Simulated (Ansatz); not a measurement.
Start from AlN in the zinc blende structure (space group F-43m, No. 216; a = 4.3777 Å). Axes: x, y, z lie along the cube axes.

Modification: tensor shear ε_yz = +3.77 % (engineering shear γ = 0.0754), atoms relaxed at fixed cell.

Computed with Ansatz (an electronic-structure program) PBEsol, no spin-orbit coupling.

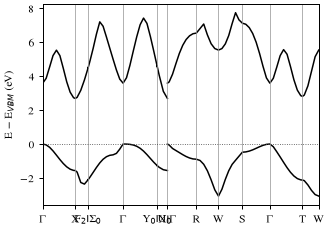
Highest valence and lowest conduction band along the path of the changed cell's own zone

The gap is 2.69 eV, indirect, Γ → X; the base has 3.19 eV.

The cells carry an imposed strain or load. Whether these cells are dynamically stable was not tested. This is not the structure that AlN has at room temperature and ambient pressure. k-point labels follow each cell's own Brillouin zone.
